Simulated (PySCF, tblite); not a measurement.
**C7H15NSi: geometry, infrared bands and NMR shifts**

What infrared bands and NMR shifts should C7H15NSi (`C[C@H]1C[Si@@H](NC2CC2)C1`) show?

Computed with tblite 0.8.0 and PySCF 2.14.0, with density-fitted response routines of our own, on a single molecule in the gas phase. Atoms count from 0, in the outputs and in this text.

### 1 The starting structure

24 atoms, charge 0, multiplicity 1; geometry from: force field or distance geometry start.

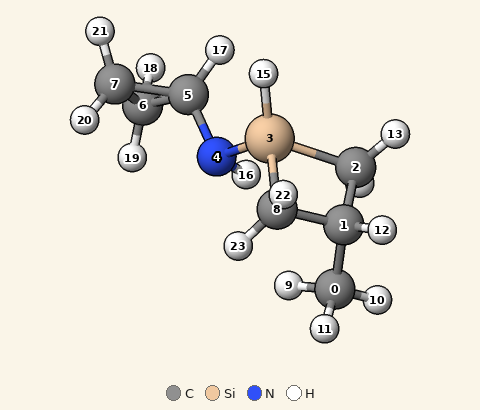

The starting geometry (carbon grey, silicon light orange, nitrogen blue, hydrogen white), atoms numbered.

### 2 Geometry optimisation with GFN2-xTB

The job: settings as JSON, then the geometry in Å.

```
{"job": {"kind": "relax", "xc": "GFN2-xTB", "basis": "xTB"}, "charge": 0, "multiplicity": 1}
C      2.762300    -0.964000     0.530100
C      2.459700     0.478500     0.107600
C      1.668000     0.507000    -1.160200
Si     0.174000     0.999800    -0.154900
N     -0.910800    -0.386700     0.047500
C     -2.213700    -0.046500    -0.522300
C     -3.208100    -1.178900    -0.403800
C     -3.384200     0.083200     0.419400
C      1.505700     1.053700     1.142000
H      1.801800    -1.487500     0.780600
H      3.303400    -1.511700    -0.235100
H      3.318000    -0.898400     1.489700
H      3.380600     1.091800     0.059400
H      2.009900     1.251200    -1.887900
H      1.525500    -0.509600    -1.583700
H     -0.423300     2.288700    -0.473100
H     -0.547900    -1.174700    -0.549600
H     -2.235300     0.575000    -1.430900
H     -3.787800    -1.316300    -1.330700
H     -2.878300    -2.076100     0.169900
H     -3.229400     0.031700     1.517100
H     -4.189900     0.741700     0.045300
H      1.819700     2.085600     1.453800
H      1.268300     0.382300     1.977400
```

The run is started by

```console
> OMP_NUM_THREADS=1 python probes_run.py task.json out
```

One launch serves the whole session: the jobs run in the order shown.

Standard output:

```text
step      E/eV     max force
  0    -740.80945    2.082
  1    -741.08495    1.109
  2    -741.21961    0.565
  3    -741.29464    0.560
  4    -741.34488    0.595
  5    -741.39648    0.738
  6    -741.43829    0.580
  7    -741.46669    0.384
  8    -741.48781    0.306
  9    -741.50793    0.315
 10    -741.53004    0.328
 11    -741.55288    0.340
 12    -741.57301    0.267
 13    -741.58806    0.268
 14    -741.59822    0.252
 15    -741.60599    0.228
 16    -741.61372    0.189
 17    -741.62241    0.228
 18    -741.63051    0.178
 19    -741.63634    0.160
 20    -741.63947    0.314
 21    -741.64286    0.157
 22    -741.64646    0.127
 23    -741.65460    0.219
 24    -741.65712    0.116
 25    -741.66179    0.132
 26    -741.66727    0.168
 27    -741.67286    0.180
 28    -741.67700    0.248
 29    -741.67745    0.462
 30    -741.68187    0.103
 31    -741.68348    0.094
 32    -741.68740    0.096
 33    -741.68938    0.123
 34    -741.69164    0.111
 35    -741.69338    0.088
 36    -741.69569    0.081
 37    -741.69777    0.120
 38    -741.70089    0.138
 39    -741.70429    0.134
 40    -741.70782    0.119
 41    -741.71048    0.227
 42    -741.71228    0.190
 43    -741.71402    0.074
 44    -741.71542    0.093
 45    -741.71629    0.066
 46    -741.71744    0.068
 47    -741.71828    0.074
 48    -741.71890    0.073
 49    -741.71931    0.046
 50    -741.71962    0.033
 51    -741.71987    0.034
 52    -741.72010    0.043
 53    -741.72030    0.041
 54    -741.72047    0.030
 55    -741.72065    0.025
 56    -741.72085    0.031
 57    -741.72104    0.036
 58    -741.72121    0.031
 59    -741.72135    0.027
 60    -741.72149    0.023
 61    -741.72163    0.032
 62    -741.72177    0.027
 63    -741.72191    0.032
 64    -741.72208    0.042
 65    -741.72230    0.055
 66    -741.72257    0.053
 67    -741.72283    0.041
 68    -741.72304    0.025
 69    -741.72322    0.028
 70    -741.72339    0.040
 71    -741.72354    0.037
 72    -741.72368    0.027
 73    -741.72382    0.025
 74    -741.72399    0.034
 75    -741.72422    0.041
 76    -741.72448    0.041
 77    -741.72471    0.026
 78    -741.72488    0.027
 79    -741.72503    0.022
 80    -741.72515    0.024
 81    -741.72528    0.022
 82    -741.72542    0.032
 83    -741.72558    0.036
 84    -741.72579    0.030
 85    -741.72600    0.032
 86    -741.72619    0.030
 87    -741.72639    0.034
 88    -741.72667    0.039
 89    -741.72711    0.042
 90    -741.72770    0.050
 91    -741.72831    0.046
 92    -741.72885    0.045
 93    -741.72935    0.044
 94    -741.72992    0.048
 95    -741.73069    0.053
 96    -741.73156    0.055
 97    -741.73229    0.082
 98    -741.73290    0.100
 99    -741.73382    0.067
100    -741.73518    0.047
101    -741.73648    0.066
102    -741.73789    0.101
103    -741.73909    0.085
104    -741.74104    0.102
105    -741.74407    0.124
106    -741.74529    0.181
107    -741.74897    0.111
108    -741.75055    0.095
109    -741.75219    0.094
110    -741.75375    0.104
111    -741.75656    0.104
112    -741.75819    0.081
113    -741.75959    0.094
114    -741.76066    0.083
115    -741.76178    0.109
116    -741.76290    0.112
117    -741.76420    0.149
118    -741.76507    0.069
119    -741.76587    0.064
120    -741.76671    0.085
121    -741.76774    0.093
122    -741.76902    0.063
123    -741.77035    0.067
124    -741.77143    0.082
125    -741.77230    0.082
126    -741.77323    0.076
127    -741.77428    0.073
128    -741.77545    0.076
129    -741.77604    0.059
130    -741.77676    0.050
131    -741.77724    0.054
132    -741.77760    0.054
133    -741.77797    0.047
134    -741.77836    0.039
135    -741.77867    0.038
136    -741.77905    0.036
137    -741.77935    0.044
138    -741.77955    0.034
139    -741.77971    0.030
140    -741.77986    0.021
141    -741.78001    0.024
142    -741.78015    0.026
143    -741.78031    0.023
144    -741.78047    0.025
145    -741.78065    0.028
146    -741.78082    0.036
147    -741.78097    0.024
148    -741.78110    0.024
149    -741.78121    0.021
150    -741.78130    0.018
151    -741.78137    0.016
152    -741.78143    0.013
153    -741.78148    0.015
154    -741.78152    0.017
155    -741.78157    0.016
156    -741.78161    0.018
157    -741.78166    0.020
158    -741.78173    0.019
159    -741.78180    0.019
160    -741.78187    0.014
161    -741.78191    0.013
162    -741.78194    0.011
163    -741.78197    0.012
164    -741.78200    0.009
```

Wall time 6.5 s (1 thread of Intel Xeon at 2.50GHz, shared host).

Step by step: (not every step is listed)

| step | energy from step 0 (eV) | largest force (eV/Å) |
| --- | --- | --- |
| 0 | 0.0000 | 2.0821 |
| 1 | -0.2755 | 1.1087 |
| 2 | -0.4102 | 0.5653 |
| 3 | -0.4852 | 0.5599 |
| 4 | -0.5354 | 0.5953 |
| 5 | -0.5870 | 0.7381 |
| 6 | -0.6288 | 0.5804 |
| 7 | -0.6572 | 0.3843 |
| 8 | -0.6784 | 0.3064 |
| 23 | -0.8451 | 0.2192 |
| 38 | -0.8914 | 0.1381 |
| 53 | -0.9108 | 0.0414 |
| 68 | -0.9136 | 0.0253 |
| 83 | -0.9161 | 0.0357 |
| 98 | -0.9235 | 0.0995 |
| 113 | -0.9501 | 0.0936 |
| 128 | -0.9660 | 0.0757 |
| 143 | -0.9709 | 0.0233 |
| 158 | -0.9723 | 0.0187 |
| 159 | -0.9724 | 0.0188 |
| 160 | -0.9724 | 0.0142 |
| 161 | -0.9725 | 0.0129 |
| 162 | -0.9725 | 0.0108 |
| 163 | -0.9725 | 0.0122 |
| 164 | -0.9726 | 0.0094 |

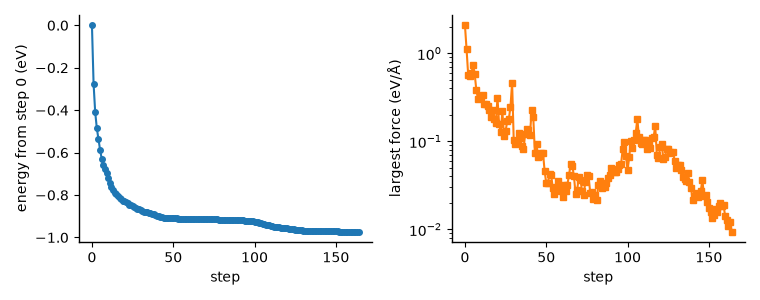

Energy and largest force along the relaxation.

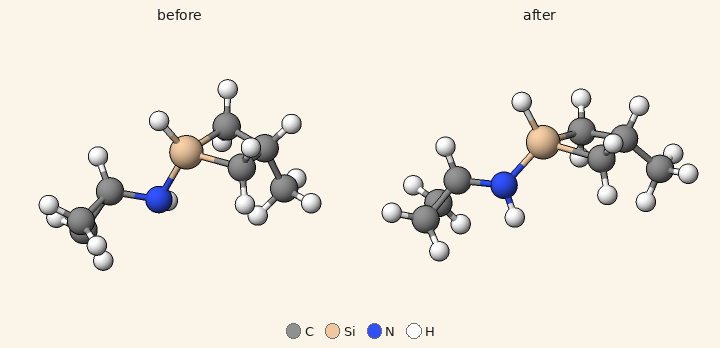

Before and after, at one scale.

Distances of close pairs at the start and the end, largest changes first:

| bond | before (Å) | after (Å) | change (Å) |
| --- | --- | --- | --- |
| Si3–N4 | 1.772 | 1.717 | -0.055 |
| C1–C2 | 1.495 | 1.545 | +0.050 |
| C2–Si3 | 1.867 | 1.915 | +0.048 |
| N4–H16 | 1.053 | 1.009 | -0.044 |
| Si3–C8 | 1.860 | 1.901 | +0.042 |
| N4–C5 | 1.462 | 1.421 | -0.041 |
| C8–H22 | 1.123 | 1.086 | -0.037 |
| C6–H19 | 1.115 | 1.080 | -0.035 |

The final coordinates are the input of the step that follows.

### 3 Infrared spectrum with GFN2-xTB

The job: settings as JSON, then the geometry in Å.

```
{"job": {"kind": "ir", "xc": "GFN2-xTB", "basis": "xTB"}, "charge": 0, "multiplicity": 1}
C      3.355527    -0.820081     0.507720
C      2.525675     0.359404     0.030945
C      1.506483     0.010015    -1.077031
Si     0.149883     1.005096    -0.162159
N     -1.319726     0.327984     0.412805
C     -2.538148     0.332382    -0.319159
C     -3.123314    -0.937945    -0.869423
C     -3.782994    -0.234043     0.286162
C      1.571431     0.934652     1.098258
H      2.707575    -1.614992     0.873758
H      3.961637    -1.217402    -0.304968
H      4.019541    -0.520307     1.317076
H      3.194605     1.147542    -0.323187
H      1.821696     0.317179    -2.071548
H      1.324699    -1.064149    -1.115733
H     -0.180927     2.303606    -0.750252
H     -1.277374    -0.438746     1.067910
H     -2.623912     1.224249    -0.924644
H     -3.607391    -0.915039    -1.833299
H     -2.605237    -1.862401    -0.663260
H     -3.706912    -0.691013     1.261487
H     -4.721136     0.270929     0.116787
H      1.916835     1.868449     1.531891
H      1.419752     0.234395     1.917419
```

Standard output:

```text
mode    cm-1     km/mol
  1      30.5      0.04
  2      40.5      0.04
  3      50.3      0.05
  4     117.3      0.78
  5     170.2      5.80
  6     226.6      2.09
  7     237.8      4.76
  8     325.5      2.13
  9     329.5      2.38
 10     374.6     12.57
 11     415.0      1.10
 12     464.9     76.94
 13     496.8     41.47
 14     548.9     67.49
 15     669.2     87.97
 16     686.6     69.51
 17     713.3     77.52
 18     763.6     16.47
 19     771.1     80.49
 20     800.7     11.07
 21     841.1     41.31
 22     845.7     10.60
 23     881.1      2.85
 24     953.1     33.46
 25     957.5      0.20
 26     968.2     65.60
 27     980.7     53.12
 28    1019.4     10.75
 29    1025.7      0.95
 30    1055.6      1.46
 31    1073.9     10.15
 32    1095.0      1.21
 33    1104.3      3.72
 34    1134.9      8.98
 35    1152.2      0.35
 36    1193.6     91.35
 37    1196.8     26.46
 38    1205.0     40.42
 39    1213.4     18.48
 40    1248.1      3.34
 41    1275.3      2.21
 42    1287.2      8.31
 43    1328.5     14.12
 44    1410.1      3.72
 45    1414.4    155.77
 46    1434.8      0.12
 47    1475.5      3.06
 48    1484.7     12.72
 49    1486.3     46.04
 50    1504.6      1.77
 51    1507.0      0.19
 52    2253.8    346.74
 53    2948.8     36.94
 54    2982.5     32.88
 55    2998.3     40.73
 56    3009.1     25.89
 57    3014.1     47.85
 58    3015.7    100.82
 59    3022.7     38.27
 60    3026.6     60.49
 61    3058.9     25.41
 62    3086.7     21.71
 63    3087.6     16.68
 64    3093.2     13.59
 65    3111.4     69.79
 66    3440.1      9.94
```

Run time: 4.1 s. Hardware: 1 thread of Intel Xeon at 2.50GHz, shared host.

The strongest bands and the atoms that carry them (share of the mass-weighted mode):

| cm⁻¹ | km/mol | atoms |
| --- | --- | --- |
| 465 | 76.9 | H16 38 %, N4 31 % |
| 669 | 88.0 | H15 56 % |
| 713 | 77.5 | C2 38 %, Si3 27 %, C8 11 % |
| 771 | 80.5 | C8 25 %, Si3 17 %, H23 14 % |
| 1194 | 91.3 | N4 25 %, H17 15 %, C5 11 %, H13 10 % |
| 1414 | 155.8 | C5 25 %, H16 15 %, N4 14 %, H17 12 % |
| 2254 | 346.7 | H15 97 % |
| 3016 | 100.8 | H10 45 %, H9 36 % |

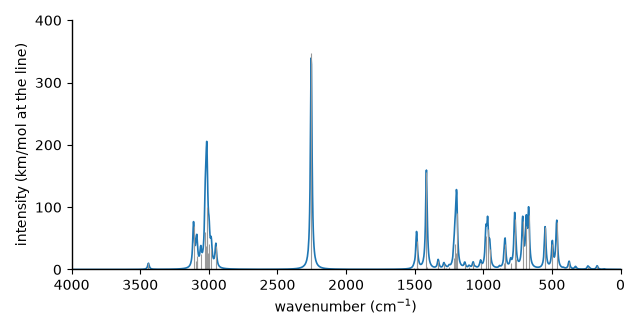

The infrared spectrum from these modes, unscaled. Lines are broadened to a width of 14 cm⁻¹ (Lorentzian).

### 4 NMR shieldings: PBE0/pcSseg-1

Same as in step 3 but for these lines:

```diff
@@ -1,2 +1,2 @@
-{"job": {"kind": "ir", "xc": "GFN2-xTB", "basis": "xTB"}, "charge": 0, "multiplicity": 1}
+{"job": {"kind": "nmr", "xc": "PBE0", "basis": "pcSseg-1"}, "charge": 0, "multiplicity": 1}
 C      3.355527    -0.820081     0.507720
```

Method: GIAO PBE0/pcSseg-1 NMR shielding, non-relativistic, gas phase.

Standard output:

```text
coarse grid: 19592 points
cycle   1  E = -619.2770312936  dE =  1.162e+00  |g| = 5.863e-01  |ddm| = 4.333e+00
cycle   2  E = -619.2478992463  dE =  2.913e-02  |g| = 6.866e-01  |ddm| = 1.181e+00
cycle   3  E = -619.3662097044  dE = -1.183e-01  |g| = 5.450e-02  |ddm| = 6.945e-01
cycle   4  E = -619.3667974187  dE = -5.877e-04  |g| = 2.383e-02  |ddm| = 8.026e-02
cycle   5  E = -619.3669269244  dE = -1.295e-04  |g| = 6.076e-03  |ddm| = 2.489e-02
cycle   6  E = -619.3669353856  dE = -8.461e-06  |g| = 1.053e-03  |ddm| = 6.789e-03
final grid: 181960 points
cycle   7  E = -619.4193920046  dE = -5.311e-05  |g| = 1.036e-02  |ddm| = 3.581e-02
cycle   8  E = -619.4193797223  dE =  1.228e-05  |g| = 1.260e-02  |ddm| = 2.133e-02
cycle   9  E = -619.4194197090  dE = -3.999e-05  |g| = 5.945e-04  |ddm| = 1.174e-02
cycle  10  E = -619.4194197752  dE = -6.622e-08  |g| = 2.478e-04  |ddm| = 7.645e-04
cycle  11  E = -619.4194197893  dE = -1.408e-08  |g| = 5.232e-05  |ddm| = 2.314e-04
cycle  12  E = -619.4194197899  dE = -5.830e-10  |g| = 1.468e-05  |ddm| = 6.780e-05
converged SCF energy = -619.4194197899

GIAO shielding tensors (ppm)
atom      isotropic    diamagn.    paramagn.     s11        s22        s33       span
  0 C      157.305     245.531     -88.226    142.249    145.696    183.971     41.721
  1 C      162.633     255.708     -93.074    155.079    165.375    167.445     12.366
  2 C      153.426     257.245    -103.820    124.951    152.251    183.074     58.123
  3 Si     369.840     881.113    -511.273    318.094    345.739    445.685    127.591
  4 N      207.003     325.722    -118.719    169.480    212.680    238.849     69.369
  5 C      156.124     235.462     -79.338    117.542    139.861    210.970     93.427
  6 C      176.355     252.494     -76.139    140.891    172.940    215.233     74.342
  7 C      178.051     259.753     -81.702    145.381    174.108    214.663     69.283
  8 C      158.808     256.952     -98.144    126.964    152.727    196.733     69.768
  9 H       30.951      30.747       0.204     27.538     30.499     34.817      7.279
 10 H       30.452      28.462       1.989     26.216     27.654     37.485     11.269
 11 H       30.423      28.156       2.267     26.123     27.643     37.502     11.379
 12 H       29.693      33.182      -3.490     26.478     27.654     34.946      8.468
 13 H       29.950      33.750      -3.801     25.898     28.203     35.747      9.849
 14 H       30.792      35.345      -4.554     27.092     30.661     34.622      7.530
 15 H       26.560      30.964      -4.405     22.498     26.156     31.024      8.526
 16 H       31.915      36.632      -4.716     22.818     33.886     39.042     16.224
 17 H       29.562      28.937       0.626     22.656     29.212     36.818     14.162
 18 H       31.239      29.986       1.253     25.692     26.858     41.167     15.476
 19 H       31.742      31.590       0.152     27.047     29.306     38.874     11.827
 20 H       31.625      31.594       0.031     26.171     29.617     39.088     12.917
 21 H       31.095      29.575       1.520     25.136     26.772     41.377     16.241
 22 H       29.826      32.891      -3.065     25.774     27.632     36.071     10.297
 23 H       30.822      34.745      -3.923     27.341     30.475     34.650      7.309
```

Wall time 3.5 min (1 thread of Intel Xeon at 2.50GHz, shared host); peak memory 1.1 GiB.

Shifts follow as δ = σ(reference) − σ, with reference shieldings (ppm) from runs at the same level and on the same kind of geometry: 1H TMS 31.72, 13C TMS 186.9, 29Si TMS 349.2, 15N NH3 267.7. The references are single molecules in the gas phase, so shifts against H2O, NH3, PH3, H3PO4 or CFCl3 are not on the usual liquid scales and can be off by tens of ppm. Atoms listed in one row are averaged.

| atoms | environment | σ (ppm) | δ (ppm) | δ scaled to CDCl3 |
| --- | --- | --- | --- | --- |
| C2, C8 | sp3 CH2 bonded to Si | 156.1 | 30.8 | 28.2 |
| C5 | three-membered-ring carbon | 156.1 | 30.8 | 28.1 |
| C0 | methyl carbon | 157.3 | 29.6 | 27.0 |
| C1 | sp3 CH in a ring | 162.6 | 24.3 | 21.8 |
| C6, C7 | three-membered-ring carbon | 177.2 | 9.7 | 7.6 |
| H15 | hydrogen on a silicon bonded to 2 C, N, in a 4-membered ring | 26.56 | 5.16 | – |
| H17 | hydrogen on a three-membered-ring carbon | 29.56 | 2.15 | 2.14 |
| H12 | hydrogen on an sp3 CH in a ring | 29.69 | 2.02 | 2.01 |
| H13, H22 | hydrogen on an sp3 CH2 bonded to Si | 29.89 | 1.83 | 1.83 |
| H9, H10, H11 | hydrogen on a methyl carbon | 30.61 | 1.11 | 1.15 |
| H14, H23 | hydrogen on an sp3 CH2 bonded to Si | 30.81 | 0.91 | 0.96 |
| H18, H21 | hydrogen on a three-membered-ring carbon | 31.17 | 0.55 | 0.62 |
| H19, H20 | hydrogen on a three-membered-ring carbon | 31.68 | 0.03 | 0.14 |
| H16 | hydrogen on a nitrogen bonded to C, Si | 31.92 | -0.20 | – |
| Si3 | silicon bonded to 2 C, N, H, in a 4-membered ring | 369.8 | -20.7 | – |
| N4 | nitrogen bonded to C, Si, H | 207.0 | 60.7 | – |

The scaled column applies a straight-line fit of computed shieldings to shifts measured in CDCl3 (root-mean-square error 0.16 ppm for H, 1.9 ppm for C).

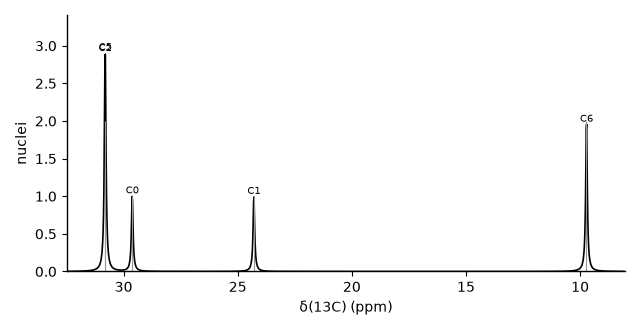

13C lines at the computed shifts, without couplings. Lines are broadened to a width of 0.08 ppm (Lorentzian).

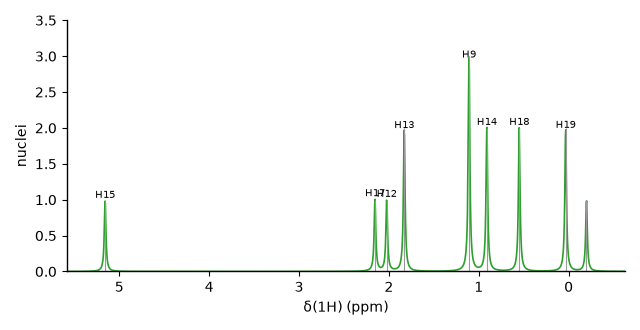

1H lines at the computed shifts, without couplings. Lines are broadened to a width of 0.02 ppm (Lorentzian).

The run also stored atomic charges by several schemes (e):

| atoms | Mulliken | IAO | Hirshfeld | ESP fit |
| --- | --- | --- | --- | --- |
| C0 | -0.19 | -0.41 | -0.12 | -0.64 |
| C1 | -0.35 | -0.09 | -0.02 | 0.60 |
| C2, C8 | -0.48 | -0.58 | -0.18 | -0.67 |
| Si3 | 0.90 | 1.01 | 0.39 | 0.76 |
| N4 | -0.60 | -0.65 | -0.23 | -0.90 |
| C5 | -0.06 | -0.01 | 0.01 | 0.21 |
| C6, C7 | -0.20 | -0.32 | -0.10 | -0.33 |

IAO charges:

C0 -0.41; C1 -0.09; C2 -0.59; Si3 1.01; N4 -0.65; C5 -0.01; C6 -0.32; C7 -0.31; C8 -0.57; H9 0.13; H10 0.14; H11 0.14; H12 0.13; H13 0.14; H14 0.14; H15 -0.14; H16 0.25; H17 0.15; H18 0.15; H19 0.14; H20 0.14; H21 0.15; H22 0.14; H23 0.14

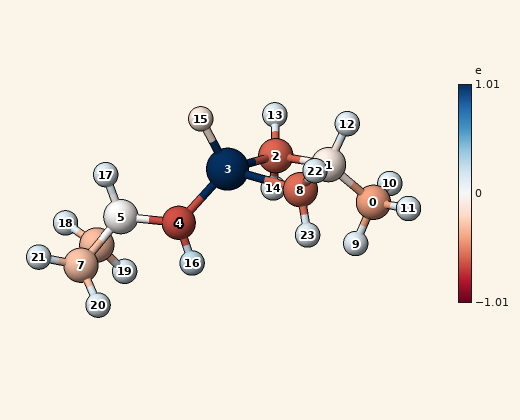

IAO charges, as colours on the atoms.

Mayer bond orders: C0–C1 1.04, C1–C2 0.97, C2–Si3 0.88, Si3–N4 1.03, N4–C5 0.98, C5–C6 0.95, C6–C7 0.95, Si3–C8 0.93, C8–C1 0.96, C7–C5 0.96.

Ring of atoms C1, C2, Si3, C8: NICS(0) -0.3, NICS(1) -1.4, NICS(1)zz 3.8 ppm (means of both faces).

Ring of atoms C5, C6, C7: NICS(0) -40.6, NICS(1) -8.2, NICS(1)zz -20.6 ppm (means of both faces).

The two faces differ (NICS(1)zz -23.4 and -17.7 ppm).

In rings of three or four atoms NICS is ruled by the nearby σ bonds, so it says little on aromaticity.

### 5 Summary of results

```
                                                               quantity                                                      value
                              strongest single infrared mode (GFN2-xTB)                                      2254 cm⁻¹, 347 km/mol
                                           zero-point energy (GFN2-xTB)                                             128.9 kcal/mol
13C shifts against TMS (PBE0/pcSseg-1, means over atoms taken as alike)                            30.8, 30.8, 29.6, 24.3, 9.7 ppm
 1H shifts against TMS (PBE0/pcSseg-1, means over atoms taken as alike)  5.16, 2.15, 2.02, 1.83, 1.11, 0.91, 0.55, 0.03, -0.20 ppm
                                29Si shifts against TMS (PBE0/pcSseg-1)                                                  -20.7 ppm
                                 15N shifts against NH3 (PBE0/pcSseg-1)                                                   60.7 ppm
```

Relaxing lowered the energy by 0.973 eV in 164 steps; the close pair that moved most is Si3–N4, from 1.772 to 1.717 Å. No mode is imaginary among the 66: a minimum at this level. The strongest single mode, at 2254 cm⁻¹, moves mainly H15. GFN2-xTB is a fitted tight-binding method: band positions and strengths are rough. Its intensities can rank the bands wrongly. At PBE0/pcSseg-1: The widest tensor belongs to Si3: span 128 ppm, with a paramagnetic part of -511 ppm.
